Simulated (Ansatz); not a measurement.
## Molecular dynamics of AlH₃O₂ (part 1 of 4)

- system: AlH₃O₂
- method: RKS B3LYP/6-31G* (Ansatz 0.2.0)

It belongs to a series of runs on one base structure; here: dynamics from the last frame of an earlier run.

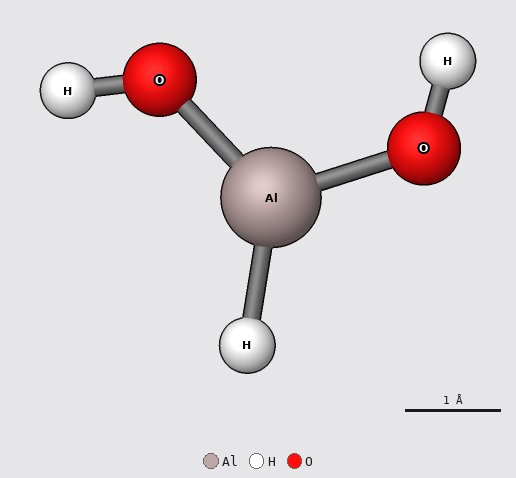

The starting structure (ball-and-stick view, seen on its broad side). Sticks mark near contacts. Bond lengths as drawn: Al–H 1.58 Å, Al–O 1.70 to 1.72 Å and H–O 0.95 to 0.98 Å.

Summary

```json
{"quantity": "outcome", "value": "finished"}
{"quantity": "mean temperature over the second half", "value": "140 K"}
{"quantity": "trajectory", "value": "150 steps, 75 fs"}
{"quantity": "ensemble", "value": "nvt_nose_hoover"}
{"quantity": "temperature in the input", "value": "200.0 K"}
{"quantity": "time step", "value": "0.5 fs"}
{"quantity": "potential energy (last step)", "value": "−10742.2401 eV"}
{"quantity": "mean-field energy (last step)", "value": "−10742.2401 eV"}
{"quantity": "largest force (length of the vector) (last step)", "value": "1.843 eV/Å"}
{"quantity": "hardware", "value": "1 thread of Arm Neoverse V1, 24 GiB of memory available, shared host"}
{"quantity": "wall time", "value": "3.7 min"}
{"quantity": "peak memory", "value": "0.093 GiB"}
```

Remarks

So short a trajectory is not equilibrated. The temperature stays far from the 200 K of the thermostat over the second half: the run isn't equilibrated.

Input
```yaml
crystal:
  periodic: [false, false, false]
  atoms:
    - { symbol: Al, position_ang: [0.03495, -0.182121, 0.097481] }
    - { symbol: H, position_ang: [-0.057667, 0.158628, 1.633434] }
    - { symbol: O, position_ang: [1.595657, -0.31902, -0.561387] }
    - { symbol: H, position_ang: [1.748753, -0.571464, -1.468795] }
    - { symbol: O, position_ang: [-1.271548, -0.503649, -0.977037] }
    - { symbol: H, position_ang: [-2.225538, -0.467358, -0.771091] }
basis:
  gaussian: { orbitals: "6-31G*" }
hamiltonian:
  xc: b3lyp
md:
  timestep: 0.5
  n_steps: 150
  ensemble: nvt_nose_hoover
  temperature: 200.0
  initial_velocities: maxwell_boltzmann
  seed: 113126
  nose_hoover: { tau: 300.0, chain_length: 5 }
```

Launch command:
```bash
ansatz run input.yaml --threads 1 --pin off --max-ram 2048MiB --backend cpu --events-out ev --progress --plain --runs-dir out
```

What the program printed
```
Engine: ansatz 0.2.0, aarch64-unknown-linux-gnu
Functional definition: B3LYP
  parameter a0 = 0.2
  parameter ax = 0.72
  parameter ac = 0.81
  exchange = (1 - a0 - ax)*slater_x + ax*b88_x + a0*exact_x
  correlation = (1 - ac)*vwn_rpa_c + ac*lyp_c
545 factors; integrals over basis functions are off by at most 5.2e-4 eV
mean field evaluation 1: about -10732.4275 eV, gradient 7.6e1 eV
mean field evaluation 2: about -10704.5566 eV, gradient 1.4e2 eV
mean field evaluation 4: about -10742.2977 eV, gradient 1.8e0 eV
mean field evaluation 8: about -10742.3079 eV, gradient 2.3e-2 eV
mean field -10742.30794690 eV, -394.7725356506 hartree, gradient 6.5e-5 eV, S^2 0.000000; 0 other end points of the search recorded, 0 dependent functions left out
the calculation of the forces begins
reference -10742.30817789 eV, -394.7725441396 hartree; 16, 16 occupied and 39, 39 virtual orbitals, 545 factors
md step     0: t =     0.00 fs  T =   200.0 K  F+E_penalty+E_count = -10742.30794690 eV  E_kin = 0.103408 eV  conserved = -10742.20453890 eV  (22 SCF iters)
these checks for a lower state are left out or cut short: starts, cluster_reference, orbital_swaps, neighbouring_geometries, increment
545 factors; integrals over basis functions are off by at most 5.2e-4 eV
mean field evaluation 16: about -10742.2920 eV, gradient 4.3e-2 eV
mean field -10742.29199226 eV, -394.7719493286 hartree, gradient 8.7e-5 eV, S^2 0.000000; 0 other end points of the search recorded, 0 dependent functions left out
the calculation of the forces begins
reference -10742.29222334 eV, -394.7719578206 hartree; 16, 16 occupied and 39, 39 virtual orbitals, 545 factors
md step     1: t =     0.50 fs  T =   170.1 K  F+E_penalty+E_count = -10742.29199226 eV  E_kin = 0.087923 eV  conserved = -10742.20406886 eV  (23 SCF iters)
[... from here on the SCF iterations and repeated set-up lines of each step are left out, up to the last step ...]
md step     2: t =     1.00 fs  T =   139.0 K  F+E_penalty+E_count = -10742.27546628 eV  E_kin = 0.071845 eV  conserved = -10742.20362169 eV  (23 SCF iters)
md step     3: t =     1.50 fs  T =   119.8 K  F+E_penalty+E_count = -10742.26533499 eV  E_kin = 0.061944 eV  conserved = -10742.20339130 eV  (24 SCF iters)
md step     4: t =     2.00 fs  T =   119.5 K  F+E_penalty+E_count = -10742.26523875 eV  E_kin = 0.061786 eV  conserved = -10742.20345328 eV  (25 SCF iters)
md step     5: t =     2.50 fs  T =   136.4 K  F+E_penalty+E_count = -10742.27425395 eV  E_kin = 0.070499 eV  conserved = -10742.20375588 eV  (24 SCF iters)
md step     6: t =     3.00 fs  T =   161.5 K  F+E_penalty+E_count = -10742.28765012 eV  E_kin = 0.083485 eV  conserved = -10742.20416677 eV  (23 SCF iters)
md step     7: t =     3.50 fs  T =   182.7 K  F+E_penalty+E_count = -10742.29896977 eV  E_kin = 0.094444 eV  conserved = -10742.20452862 eV  (23 SCF iters)
md step     8: t =     4.00 fs  T =   189.3 K  F+E_penalty+E_count = -10742.30257398 eV  E_kin = 0.097887 eV  conserved = -10742.20469041 eV  (23 SCF iters)
md step     9: t =     4.50 fs  T =   177.0 K  F+E_penalty+E_count = -10742.29606145 eV  E_kin = 0.091524 eV  conserved = -10742.20454237 eV  (22 SCF iters)
md step    10: t =     5.00 fs  T =   150.5 K  F+E_penalty+E_count = -10742.28190250 eV  E_kin = 0.077813 eV  conserved = -10742.20409451 eV  (22 SCF iters)
md step    11: t =     5.50 fs  T =   122.9 K  F+E_penalty+E_count = -10742.26709785 eV  E_kin = 0.063549 eV  conserved = -10742.20355533 eV  (23 SCF iters)
md step    12: t =     6.00 fs  T =   109.5 K  F+E_penalty+E_count = -10742.25986298 eV  E_kin = 0.056601 eV  conserved = -10742.20326913 eV  (24 SCF iters)
md step    13: t =     6.50 fs  T =   118.0 K  F+E_penalty+E_count = -10742.26447389 eV  E_kin = 0.061022 eV  conserved = -10742.20346029 eV  (23 SCF iters)
md step    14: t =     7.00 fs  T =   143.1 K  F+E_penalty+E_count = -10742.27801438 eV  E_kin = 0.074009 eV  conserved = -10742.20401491 eV  (23 SCF iters)
md step    15: t =     7.50 fs  T =   169.3 K  F+E_penalty+E_count = -10742.29207860 eV  E_kin = 0.087523 eV  conserved = -10742.20456693 eV  (23 SCF iters)
md step    16: t =     8.00 fs  T =   180.7 K  F+E_penalty+E_count = -10742.29820013 eV  E_kin = 0.093419 eV  conserved = -10742.20479402 eV  (23 SCF iters)
md step    17: t =     8.50 fs  T =   170.5 K  F+E_penalty+E_count = -10742.29276599 eV  E_kin = 0.088168 eV  conserved = -10742.20461303 eV  (23 SCF iters)
md step    18: t =     9.00 fs  T =   143.7 K  F+E_penalty+E_count = -10742.27842356 eV  E_kin = 0.074275 eV  conserved = -10742.20416571 eV  (23 SCF iters)
md step    19: t =     9.50 fs  T =   112.8 K  F+E_penalty+E_count = -10742.26201207 eV  E_kin = 0.058336 eV  conserved = -10742.20369507 eV  (22 SCF iters)
md step    20: t =    10.00 fs  T =    91.7 K  F+E_penalty+E_count = -10742.25083017 eV  E_kin = 0.047435 eV  conserved = -10742.20341567 eV  (24 SCF iters)
md step    21: t =    10.50 fs  T =    88.7 K  F+E_penalty+E_count = -10742.24927045 eV  E_kin = 0.045866 eV  conserved = -10742.20342580 eV  (24 SCF iters)
md step    22: t =    11.00 fs  T =   103.6 K  F+E_penalty+E_count = -10742.25722304 eV  E_kin = 0.053557 eV  conserved = -10742.20368942 eV  (25 SCF iters)
md step    23: t =    11.50 fs  T =   128.6 K  F+E_penalty+E_count = -10742.27057231 eV  E_kin = 0.066515 eV  conserved = -10742.20408311 eV  (25 SCF iters)
md step    24: t =    12.00 fs  T =   152.2 K  F+E_penalty+E_count = -10742.28312166 eV  E_kin = 0.078693 eV  conserved = -10742.20445711 eV  (23 SCF iters)
md step    25: t =    12.50 fs  T =   163.2 K  F+E_penalty+E_count = -10742.28901585 eV  E_kin = 0.084379 eV  conserved = -10742.20466795 eV  (23 SCF iters)
md step    26: t =    13.00 fs  T =   155.7 K  F+E_penalty+E_count = -10742.28507110 eV  E_kin = 0.080506 eV  conserved = -10742.20460011 eV  (22 SCF iters)
md step    27: t =    13.50 fs  T =   132.2 K  F+E_penalty+E_count = -10742.27254418 eV  E_kin = 0.068355 eV  conserved = -10742.20422677 eV  (23 SCF iters)
md step    28: t =    14.00 fs  T =   103.9 K  F+E_penalty+E_count = -10742.25737502 eV  E_kin = 0.053719 eV  conserved = -10742.20369687 eV  (22 SCF iters)
md step    29: t =    14.50 fs  T =    86.0 K  F+E_penalty+E_count = -10742.24773269 eV  E_kin = 0.044451 eV  conserved = -10742.20332499 eV  (23 SCF iters)
md step    30: t =    15.00 fs  T =    88.8 K  F+E_penalty+E_count = -10742.24923472 eV  E_kin = 0.045895 eV  conserved = -10742.20338533 eV  (24 SCF iters)
md step    31: t =    15.50 fs  T =   110.5 K  F+E_penalty+E_count = -10742.26093062 eV  E_kin = 0.057119 eV  conserved = -10742.20385927 eV  (24 SCF iters)
md step    32: t =    16.00 fs  T =   137.8 K  F+E_penalty+E_count = -10742.27561231 eV  E_kin = 0.071233 eV  conserved = -10742.20443121 eV  (23 SCF iters)
md step    33: t =    16.50 fs  T =   154.3 K  F+E_penalty+E_count = -10742.28448795 eV  E_kin = 0.079794 eV  conserved = -10742.20474930 eV  (23 SCF iters)
md step    34: t =    17.00 fs  T =   150.7 K  F+E_penalty+E_count = -10742.28249836 eV  E_kin = 0.077892 eV  conserved = -10742.20466648 eV  (23 SCF iters)
md step    35: t =    17.50 fs  T =   128.6 K  F+E_penalty+E_count = -10742.27068443 eV  E_kin = 0.066472 eV  conserved = -10742.20427698 eV  (24 SCF iters)
md step    36: t =    18.00 fs  T =    98.9 K  F+E_penalty+E_count = -10742.25488309 eV  E_kin = 0.051144 eV  conserved = -10742.20380764 eV  (24 SCF iters)
md step    37: t =    18.50 fs  T =    75.2 K  F+E_penalty+E_count = -10742.24228902 eV  E_kin = 0.038879 eV  conserved = -10742.20348141 eV  (24 SCF iters)
md step    38: t =    19.00 fs  T =    67.0 K  F+E_penalty+E_count = -10742.23798347 eV  E_kin = 0.034638 eV  conserved = -10742.20341911 eV  (24 SCF iters)
md step    39: t =    19.50 fs  T =    76.3 K  F+E_penalty+E_count = -10742.24299058 eV  E_kin = 0.039456 eV  conserved = -10742.20361107 eV  (25 SCF iters)
md step    40: t =    20.00 fs  T =    97.6 K  F+E_penalty+E_count = -10742.25434753 eV  E_kin = 0.050470 eV  conserved = -10742.20395688 eV  (27 SCF iters)
md step    41: t =    20.50 fs  T =   120.7 K  F+E_penalty+E_count = -10742.26664405 eV  E_kin = 0.062403 eV  conserved = -10742.20432523 eV  (25 SCF iters)
md step    42: t =    21.00 fs  T =   134.7 K  F+E_penalty+E_count = -10742.27413781 eV  E_kin = 0.069641 eV  conserved = -10742.20458629 eV  (25 SCF iters)
md step    43: t =    21.50 fs  T =   132.2 K  F+E_penalty+E_count = -10742.27288439 eV  E_kin = 0.068357 eV  conserved = -10742.20462223 eV  (25 SCF iters)
md step    44: t =    22.00 fs  T =   112.8 K  F+E_penalty+E_count = -10742.26259155 eV  E_kin = 0.058326 eV  conserved = -10742.20436612 eV  (25 SCF iters)
md step    45: t =    22.50 fs  T =    84.6 K  F+E_penalty+E_count = -10742.24752204 eV  E_kin = 0.043740 eV  conserved = -10742.20388667 eV  (26 SCF iters)
md step    46: t =    23.00 fs  T =    61.7 K  F+E_penalty+E_count = -10742.23523040 eV  E_kin = 0.031903 eV  conserved = -10742.20343504 eV  (26 SCF iters)
md step    47: t =    23.50 fs  T =    56.9 K  F+E_penalty+E_count = -10742.23264361 eV  E_kin = 0.029434 eV  conserved = -10742.20332065 eV  (21 SCF iters)
md step    48: t =    24.00 fs  T =    73.3 K  F+E_penalty+E_count = -10742.24146253 eV  E_kin = 0.037924 eV  conserved = -10742.20365308 eV  (27 SCF iters)
md step    49: t =    24.50 fs  T =   101.5 K  F+E_penalty+E_count = -10742.25659462 eV  E_kin = 0.052493 eV  conserved = -10742.20422005 eV  (26 SCF iters)
md step    50: t =    25.00 fs  T =   125.3 K  F+E_penalty+E_count = -10742.26931027 eV  E_kin = 0.064775 eV  conserved = -10742.20466019 eV  (25 SCF iters)
md step    51: t =    25.50 fs  T =   131.6 K  F+E_penalty+E_count = -10742.27266270 eV  E_kin = 0.068057 eV  conserved = -10742.20473711 eV  (25 SCF iters)
md step    52: t =    26.00 fs  T =   117.7 K  F+E_penalty+E_count = -10742.26517491 eV  E_kin = 0.060857 eV  conserved = -10742.20445651 eV  (25 SCF iters)
md step    53: t =    26.50 fs  T =    91.0 K  F+E_penalty+E_count = -10742.25091029 eV  E_kin = 0.047052 eV  conserved = -10742.20400245 eV  (26 SCF iters)
md step    54: t =    27.00 fs  T =    64.4 K  F+E_penalty+E_count = -10742.23674388 eV  E_kin = 0.033289 eV  conserved = -10742.20360389 eV  (26 SCF iters)
md step    55: t =    27.50 fs  T =    49.4 K  F+E_penalty+E_count = -10742.22882446 eV  E_kin = 0.025554 eV  conserved = -10742.20342340 eV  (21 SCF iters)
md step    56: t =    28.00 fs  T =    51.5 K  F+E_penalty+E_count = -10742.22999573 eV  E_kin = 0.026648 eV  conserved = -10742.20350314 eV  (21 SCF iters)
md step    57: t =    28.50 fs  T =    68.5 K  F+E_penalty+E_count = -10742.23905418 eV  E_kin = 0.035433 eV  conserved = -10742.20378040 eV  (26 SCF iters)
md step    58: t =    29.00 fs  T =    92.2 K  F+E_penalty+E_count = -10742.25166990 eV  E_kin = 0.047694 eV  conserved = -10742.20414078 eV  (23 SCF iters)
md step    59: t =    29.50 fs  T =   112.0 K  F+E_penalty+E_count = -10742.26220071 eV  E_kin = 0.057913 eV  conserved = -10742.20445904 eV  (26 SCF iters)
md step    60: t =    30.00 fs  T =   118.6 K  F+E_penalty+E_count = -10742.26574604 eV  E_kin = 0.061314 eV  conserved = -10742.20461181 eV  (25 SCF iters)
md step    61: t =    30.50 fs  T =   108.0 K  F+E_penalty+E_count = -10742.26013962 eV  E_kin = 0.055829 eV  conserved = -10742.20449808 eV  (25 SCF iters)
md step    62: t =    31.00 fs  T =    84.2 K  F+E_penalty+E_count = -10742.24745064 eV  E_kin = 0.043537 eV  conserved = -10742.20410863 eV  (27 SCF iters)
md step    63: t =    31.50 fs  T =    59.0 K  F+E_penalty+E_count = -10742.23392900 eV  E_kin = 0.030519 eV  conserved = -10742.20361009 eV  (26 SCF iters)
md step    64: t =    32.00 fs  T =    46.8 K  F+E_penalty+E_count = -10742.22729665 eV  E_kin = 0.024189 eV  conserved = -10742.20331126 eV  (21 SCF iters)
md step    65: t =    32.50 fs  T =    55.8 K  F+E_penalty+E_count = -10742.23207834 eV  E_kin = 0.028841 eV  conserved = -10742.20344509 eV  (21 SCF iters)
md step    66: t =    33.00 fs  T =    82.2 K  F+E_penalty+E_count = -10742.24620804 eV  E_kin = 0.042476 eV  conserved = -10742.20394527 eV  (26 SCF iters)
md step    67: t =    33.50 fs  T =   111.8 K  F+E_penalty+E_count = -10742.26204624 eV  E_kin = 0.057782 eV  conserved = -10742.20448596 eV  (26 SCF iters)
md step    68: t =    34.00 fs  T =   129.0 K  F+E_penalty+E_count = -10742.27122812 eV  E_kin = 0.066713 eV  conserved = -10742.20474654 eV  (25 SCF iters)
md step    69: t =    34.50 fs  T =   126.0 K  F+E_penalty+E_count = -10742.26954691 eV  E_kin = 0.065170 eV  conserved = -10742.20461884 eV  (25 SCF iters)
md step    70: t =    35.00 fs  T =   105.9 K  F+E_penalty+E_count = -10742.25874056 eV  E_kin = 0.054776 eV  conserved = -10742.20421616 eV  (26 SCF iters)
md step    71: t =    35.50 fs  T =    80.0 K  F+E_penalty+E_count = -10742.24487907 eV  E_kin = 0.041378 eV  conserved = -10742.20376051 eV  (27 SCF iters)
md step    72: t =    36.00 fs  T =    61.5 K  F+E_penalty+E_count = -10742.23497552 eV  E_kin = 0.031784 eV  conserved = -10742.20345788 eV  (26 SCF iters)
md step    73: t =    36.50 fs  T =    59.2 K  F+E_penalty+E_count = -10742.23375864 eV  E_kin = 0.030615 eV  conserved = -10742.20341485 eV  (21 SCF iters)
md step    74: t =    37.00 fs  T =    74.7 K  F+E_penalty+E_count = -10742.24194478 eV  E_kin = 0.038604 eV  conserved = -10742.20361819 eV  (26 SCF iters)
md step    75: t =    37.50 fs  T =   101.9 K  F+E_penalty+E_count = -10742.25637444 eV  E_kin = 0.052689 eV  conserved = -10742.20397101 eV  (26 SCF iters)
md step    76: t =    38.00 fs  T =   130.5 K  F+E_penalty+E_count = -10742.27151364 eV  E_kin = 0.067468 eV  conserved = -10742.20434312 eV  (26 SCF iters)
md step    77: t =    38.50 fs  T =   149.4 K  F+E_penalty+E_count = -10742.28155615 eV  E_kin = 0.077267 eV  conserved = -10742.20459937 eV  (23 SCF iters)
md step    78: t =    39.00 fs  T =   151.5 K  F+E_penalty+E_count = -10742.28262695 eV  E_kin = 0.078337 eV  conserved = -10742.20461519 eV  (25 SCF iters)
md step    79: t =    39.50 fs  T =   136.8 K  F+E_penalty+E_count = -10742.27471919 eV  E_kin = 0.070731 eV  conserved = -10742.20432725 eV  (26 SCF iters)
md step    80: t =    40.00 fs  T =   114.2 K  F+E_penalty+E_count = -10742.26252321 eV  E_kin = 0.059050 eV  conserved = -10742.20382523 eV  (26 SCF iters)
md step    81: t =    40.50 fs  T =    98.3 K  F+E_penalty+E_count = -10742.25385173 eV  E_kin = 0.050828 eV  conserved = -10742.20338602 eV  (26 SCF iters)
md step    82: t =    41.00 fs  T =   101.4 K  F+E_penalty+E_count = -10742.25537271 eV  E_kin = 0.052425 eV  conserved = -10742.20332040 eV  (26 SCF iters)
md step    83: t =    41.50 fs  T =   125.1 K  F+E_penalty+E_count = -10742.26802788 eV  E_kin = 0.064707 eV  conserved = -10742.20370492 eV  (26 SCF iters)
md step    84: t =    42.00 fs  T =   158.7 K  F+E_penalty+E_count = -10742.28595902 eV  E_kin = 0.082067 eV  conserved = -10742.20429054 eV  (25 SCF iters)
md step    85: t =    42.50 fs  T =   185.5 K  F+E_penalty+E_count = -10742.30019814 eV  E_kin = 0.095905 eV  conserved = -10742.20470969 eV  (25 SCF iters)
md step    86: t =    43.00 fs  T =   193.2 K  F+E_penalty+E_count = -10742.30418205 eV  E_kin = 0.099872 eV  conserved = -10742.20474712 eV  (26 SCF iters)
md step    87: t =    43.50 fs  T =   180.2 K  F+E_penalty+E_count = -10742.29712516 eV  E_kin = 0.093150 eV  conserved = -10742.20443156 eV  (25 SCF iters)
md step    88: t =    44.00 fs  T =   155.2 K  F+E_penalty+E_count = -10742.28372433 eV  E_kin = 0.080240 eV  conserved = -10742.20395818 eV  (25 SCF iters)
md step    89: t =    44.50 fs  T =   131.8 K  F+E_penalty+E_count = -10742.27122943 eV  E_kin = 0.068159 eV  conserved = -10742.20355940 eV  (23 SCF iters)
```
